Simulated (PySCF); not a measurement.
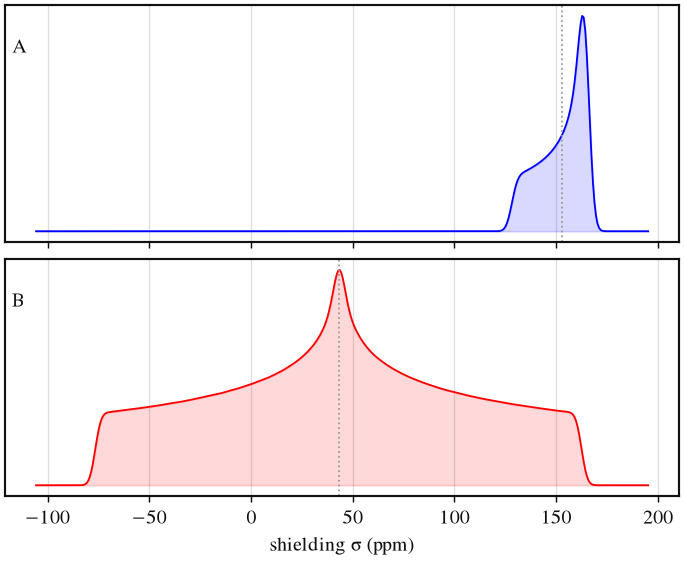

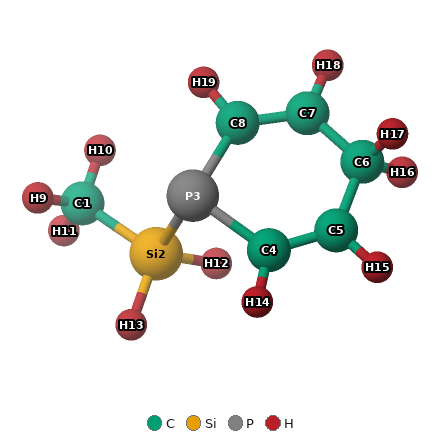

Static powder patterns (¹³C) from GIAO shielding tensors of C₆H₁₁PSi, SMILES C[SiH2]P1C=CCC=C1, PBE0/pcSseg-1 (IEF-PCM acetone), PySCF, at a PBE0-D3(BJ)/def2-SVP geometry (no frequency check); absolute shielding, one fixed geometry of the isolated molecule without any motion, no dipolar terms. The dotted line is the isotropic value; skew is 3(σiso − σ22)/span.

The panels belong to C6 and C7. Which is which?

Answer. panel A: C6, σ11, σ22, σ33 = 128, 164, 166 ppm, isotropic 153, span 38 ppm, skew −0.88; panel B: C7, σ11, σ22, σ33 = −77, 43, 163 ppm, isotropic 43, span 239 ppm, skew 0.00.

Caveats: one conformer of a flexible molecule.
